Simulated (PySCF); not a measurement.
Vertical excitations of a molecule C3H4ClNSi from TDA-PBE0/def2-SVPD in PySCF 2.14.0, as energy in eV (oscillator strength): 3.57 (0.001), 4.93 (0.037), 5.28 (0.016), 5.86 (0.010), 6.51 (0.005), 6.77 (0.005), 6.89 (0.077), 7.03 (0.016), 7.37 (0.003), 7.40 (0.004). Lowest triplet (TDA): 2.96 eV. Geometry: B3LYP-D3(BJ)/def2-SVP. Other conformers were not sampled.

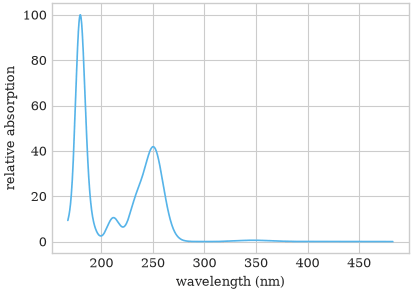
Figure: The lines broadened by 0.4 eV.

Which molecule gave these data?
(A) Cl[Si@@H]1C=CN=C1
(B) C#C/C=N/[SiH2]Cl
(C) ClC1=CC=N[SiH2]1
(D) Cl[Si@H]1C=CC=N1

D, Cl[Si@H]1C=CC=N1
